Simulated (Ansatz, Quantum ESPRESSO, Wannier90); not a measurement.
# zigzag Rh chain, bond 2.30 Å, width 1.6 Å: Wannier functions and conductance, part 5 of 5

How many channels does the wire offer, and does a small Wannier basis get them right? The wire: zigzag Rh chain, bond 2.30 Å, width 1.6 Å.

Quantum ESPRESSO 7.5 and Wannier90 3.1.0; plane-wave DFT, LDA, GBRV ultrasoft pseudopotentials; cross-check by Ansatz 0.2.0 with PAW datasets.

So far. Step 6 (Localisation, bands and conductance): Disentanglement stopped at its cap on iterations, so these spreads are not final. Step 6 (Localisation, bands and conductance): At least 1 of the functions sits far from every atom, off the bonds: the outer window has let in states of the vacuum, so the basis is not the atomic one that was projected.

**10. The same in Ansatz**

As a check, the same structure is run in Ansatz.

Level of this step: plane-wave DFT, LDA, Ansatz PAW (Ansatz 0.2.0).

System of this step: zigzag Rh chain, bond 2.30 Å, width 1.6 Å, 2 periods. The cell holds 4 atoms: 4 Rh. Cell: a = 9.000 Å, b = 8.000 Å, c = 6.609 Å, α = 90.0°, β = 90.0°, γ = 90.0°. Vacuum lies along a and b. The structure's axis is c.

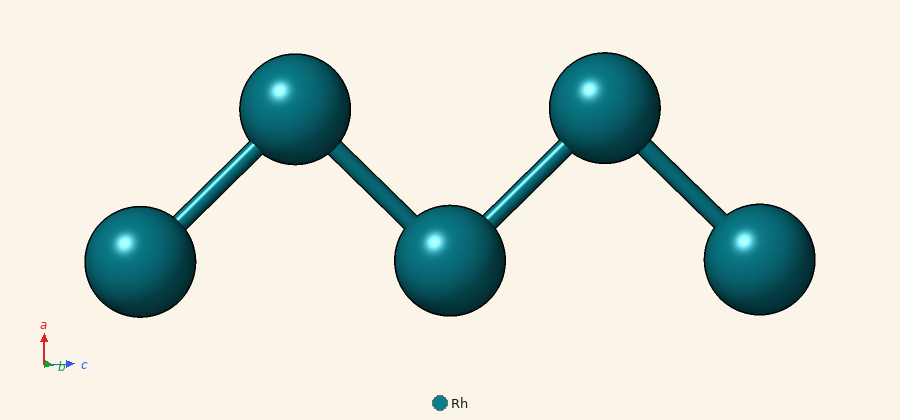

The cell of this step (rhodium blue). Some periodic images of atoms are drawn too.

Contents of input.yaml:

```yaml
crystal:
  lattice:
    - [9.0, 0.0, 0.0]
    - [0.0, 8.0, 0.0]
    - [0.0, 0.0, 6.6090846567]
  atoms:
    - { symbol: Rh, position: [-0.0888888889, 0.0, 0.0] }
    - { symbol: Rh, position: [0.0888888889, 0.0, 0.25] }
    - { symbol: Rh, position: [-0.0888888889, 0.0, 0.5] }
    - { symbol: Rh, position: [0.0888888889, 0.0, 0.75] }
kpoints:
  mp_grid: { grid: [1, 1, 10] }
hamiltonian:
  xc: lda
scf:
  occupations: { method: fermi_dirac, width: 0.05 }
  convergence: { dr2_threshold: 1.0e-08 }
output:
  transmission:
    leads: [[0, 0]]
    e_range: [-4.0, 2.0]
    de: 0.05
    kmesh: [1, 1]
    reduced_basis: true
```

On the command line:

```
$ ansatz run input.yaml --threads 2 --pin off --max-ram 4096MiB --backend cpu --events-out ev --progress --plain --runs-dir out
```

Numbers of over 12 decimals in the logs are rounded to 6 here.

The log of the run:

```text
Engine: ansatz 0.2.0, aarch64-unknown-linux-gnu
Pseudopotentials: kind: paw
Pseudopotential: Rh, paw, valence charge 17, recommended cutoff 420 eV (normal), Rh.paw.azcp
Functional definition: SPW92
  exchange = slater_x
  correlation = pw_c
Crystal: 4 atoms, lattice volume = 475.854 Å³
Basis set: ecut = 420 eV, 9279 PW (Γ)
Bands: 41, of which v1, the nominal top of the filled ones, is band 34 counted from 1 (33 counted from 0)
Symmetry: 16 space group operations
Space group: Pmma (ITA 51), of the structure as read, at distance tolerance 7.8e-5 Å
k-points: 6 of 10
Non-local potential: Rh, projectors of the file, l = 0: 3, l = 1: 2, l = 2: 2, l = 3: 1
PAW form: soft (Blöchl's): semilocal exchange-correlation on the pseudo side does not see the compensation charge
PAW frozen core: Rh, regenerated for the run's functional, and the local potential with it (the file was generated under x = pbe(κ = 0.804, μ = 0.219515), c = pbe(β = 0.066725))
PAW one-centre angular grid: Rh, 590 points (default); XC on 64 Gauss nodes
Initial density: superposition of atomic densities (neutral atoms: chi_scale 0, normalization atom), corrected by the library's trained network
Initial wavefunctions: pseudopotential atomic-orbital guess
Functional: x = slater, c = lda
SCF iter   1: F=—  HF=-25099.116687 eV  |F-HF|=—  |Δ(HF+E_count)|=         —  Δρ=1.64e-2  dr2=3.95e-1  ethr=1.77e-3  ⟨swp⟩=7.3  Hψ=981  notcnv=0
preconditioner: auto → LDOS  [metal: Δε(μ)=0.026 eV  Ē_g=3.193 eV  σ=0.050 eV  W_gap=0.13  n_scr=64 (ndim 8)  ℏωp=10.2 eV  f_vac=0.694  D(μ)=30.54/eV (n_scr^D=330)  β→1.0]
SCF iter   2: F=—  HF=-25099.454479 eV  |F-HF|=—  |Δ(HF+E_count)|=   3.38e-1  Δρ=3.96e-2  dr2=2.54e0  ethr=5.81e-4  ⟨swp⟩=3.0  Hψ=516  notcnv=0  recentre
SCF iter   3: F=—  HF=-25099.073943 eV  |F-HF|=—  |Δ(HF+E_count)|=   3.81e-1  Δρ=5.70e-3  dr2=5.01e-2  ethr=5.81e-4  ⟨swp⟩=2.0  Hψ=420  notcnv=0
SCF iter   4: F=—  HF=-25099.069768 eV  |F-HF|=—  |Δ(HF+E_count)|=   4.18e-3  Δρ=6.56e-4  dr2=1.80e-3  ethr=7.37e-5  ⟨swp⟩=1.0  Hψ=294  notcnv=0
SCF iter   5: F=—  HF=-25099.069727 eV  |F-HF|=—  |Δ(HF+E_count)|=   4.06e-5  Δρ=2.82e-4  dr2=4.68e-4  ethr=2.65e-6  ⟨swp⟩=2.3  Hψ=332  notcnv=0
SCF iter   6: F=—  HF=-25099.069735 eV  |F-HF|=—  |Δ(HF+E_count)|=   7.82e-6  Δρ=1.71e-4  dr2=1.04e-4  ethr=6.89e-7  ⟨swp⟩=2.0  Hψ=278  notcnv=0
SCF iter   7: F=—  HF=-25099.069710 eV  |F-HF|=—  |Δ(HF+E_count)|=   2.49e-5  Δρ=3.88e-5  dr2=7.46e-6  ethr=1.53e-7  ⟨swp⟩=2.0  Hψ=364  notcnv=0
SCF iter   8: F=—  HF=-25099.069924 eV  |F-HF|=—  |Δ(HF+E_count)|=   2.14e-4  Δρ=4.04e-5  dr2=2.15e-6  ethr=1.10e-8  ⟨swp⟩=2.0  Hψ=367  notcnv=0
SCF iter   9: F=—  HF=-25099.069924 eV  |F-HF|=—  |Δ(HF+E_count)|=   2.32e-7  Δρ=8.75e-6  dr2=1.09e-7  ethr=3.16e-9  ⟨swp⟩=2.5  Hψ=379  notcnv=0
SCF iter  10: F=-25099.069924 eV  HF=-25099.069924 eV  |F-HF|=4.86e-9  |Δ(HF+E_count)|=   7.98e-9  Δρ=1.73e-6  dr2=8.33e-9  ethr=1.47e-11  ⟨swp⟩=1.2  Hψ=601  notcnv=0
SCF 1 converged in 10 iterations: F = -25099.069924 eV  dr2 = 8.33e-9
  greatest PAW one-centre occupation: 1.000 electrons in one spin orbital (limit 2), on the Rh atom at site 3 (counted from 0), in its partial waves of l = 0
transmission: 9 of 54 steps passed
transmission: 18 of 54 steps passed
[...]
transmission: 54 of 54 steps passed
SCF converged after 10 iterations
Free energy (F): -25099.069924 eV
Harris-Foulkes:  -25099.069924 eV  (|F-HF|=4.86e-9)
Internal energy: -25098.767811 eV  (E = F + TS)
E sigma→0 (E₀):  -25098.918868 eV
Entropy (-TS):   -0.302113 eV (-75.528 meV/atom)
Fermi energy:    -1.769606 eV
--- Per-component energies (eV) ---
  E_band       = -1909.077925
  E_kinetic    = 2286.332469
  E_local      = -23456.583702  (includes V_loc(G=0)·N_el)
  E_nonlocal   = 1468.564987
  E_hartree    = 9996.757147
  E_xc         = -863.978383
  E_vxc        = -1088.494693  (∫ρ·V_xc dr)
  E_paw        = -13865.915577  (= ΣΔE_a)
  E_vpaw       = -1112.411250  (= ΣTr[D̂ρ^β])
  E_aug_tail   = 0.003113  (compensation charges beyond the density's cutoff)
  E_ewald      = -666.437794
  E_core_change = 2.489929  (= ΣΔE_core)
  E_smearing   = -0.302113  (= −TS)
  E_closure    = 0.000000  (closes the sum)
  Σ components = -25099.069924   (vs F -25099.069924, Δ=0.00e0)
--- Band table (eV; the first three rows and the last of 6) ---
  k-point 0: bands = [... 30 lower, -2.1904, -1.8302, -1.7380, -1.7380, -1.6831, -1.6689, -0.7008, -0.6680, ... 3 higher]
  k-point 1: bands = [... 30 lower, -2.1083, -1.8279, -1.7794, -1.7106, -1.7051, -1.6760, -0.7403, -0.6601, ... 3 higher]
  k-point 2: bands = [... 30 lower, -2.0281, -1.8254, -1.8238, -1.7598, -1.7052, -1.6990, -1.0524, -0.9367, ... 3 higher]
  k-point 5: bands = [... 30 lower, -1.8958, -1.8958, -1.8712, -1.8712, -1.8599, -1.8599, -1.7363, -1.7363, ... 3 higher]
--- Transmission ---
  basis      : 629 plane waves across, 9 finite elements along
  points     : 1, standing for a mesh of 1 x 1
  energies   : 121 from -4.000000 to 2.000000 eV about the Fermi level, 0.050000 eV apart; the leads are filled to 0.000000 eV, and channels, transmission and decay are at 0.000000 eV
  crystal 0  : Rh4, at the sites [0, 0], period 6.6091 Å: whole cells are its period
    offset         : up to 0.0000 Å between an atom of the period and one for which it stands
    channels       : 6.000000e0 a spin
    conductance    : none, the energies end too early or step too widely for 300 K: set another output.transmission.e_range or a lower de, or, where they end at an eighth of basis.ecutwfc, a higher one
```

It took 72 s on 2 threads of Arm Neoverse V1, shared host; peak memory 0.68 GiB.

Read from the output:

| Item | Value |
| --- | --- |
| free energy | -25099.0699 eV |
| energy at zero smearing | -25098.9189 eV |
| smearing term TS | 0.3021 eV |
| Fermi energy | -1.770 eV |
| symmetry operations | 16 |
| lead channels at the Fermi level, one spin | 6 |

Per spin. The open channels by energy, zero at the Fermi level:

```tsv
energy (eV)	open channels
-4.000	1
-3.500	3
-3.000	3
-2.500	3
-2.000	2
-1.500	1
-1.000	2
-0.500	3
0.000	6
0.500	2
1.000	2
1.500	2
2.000	2
```

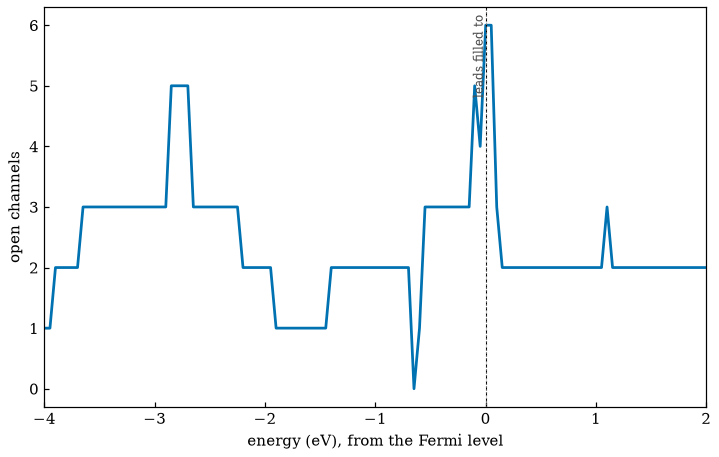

Open channels, plotted against energy.

**11. A check by hand**

6 channels × 77.48 µS = 465 µS, a two-terminal resistance of 12.906/6 = 2.15 kΩ whatever the wire's length, as long as nothing scatters.

**12. What came out**

```
open channels at the Fermi level, per spin : 6
total spread                               : 42.0 Å²
gauge-invariant spread                     : 31.4 Å²
largest band misfit in the frozen window   : 0.0701 eV
channels at the Fermi level by Ansatz      : 6
```

The wire offers 6 channels per spin at the Fermi level. Between -4 and 1.5 eV the channel count from Wannier functions equals that from Ansatz's layer matching at 95 % of the energies; outside the frozen window the Wannier bands are not held to the plane-wave ones. A band edge of the lead lies within 0.06 eV of the Fermi level, so the channel count there hangs on small shifts and on temperature. The interpolated bands miss plane-wave levels by up to 0.07 eV between mesh points, so steps of the conductance can sit that far off. Disentanglement stopped at its cap on iterations, so the spreads are not final; the frozen states are kept all the same. At least one function lies in the vacuum, so the spreads don't describe atomic orbitals, though the frozen bands are still reproduced. The wire is perfect, so the conductance only counts bands: each channel, with its partner of the other spin, carries G₀ = 2e²/h. It was run without spin polarisation, which was not tested. It is as built, with forces up to 0.9 eV/Å; relaxing the bonds would move the band edges.

[Logs are printed without paths, hosts, clocks, repeated set-up lines and the standing remarks that a program may print on its own settings, such as how far it seeks lower states.]

[Hosts, paths, dates, database ids (printed as entryN), source tags and the programs' standing remarks are cut or masked in the printed files.]

[Maps of the electrostatic potential energy from Ansatz leave out the sawtooth potential of an applied field or a dipole correction, so their vacuum need not be flat; planar profiles and work functions include it.]
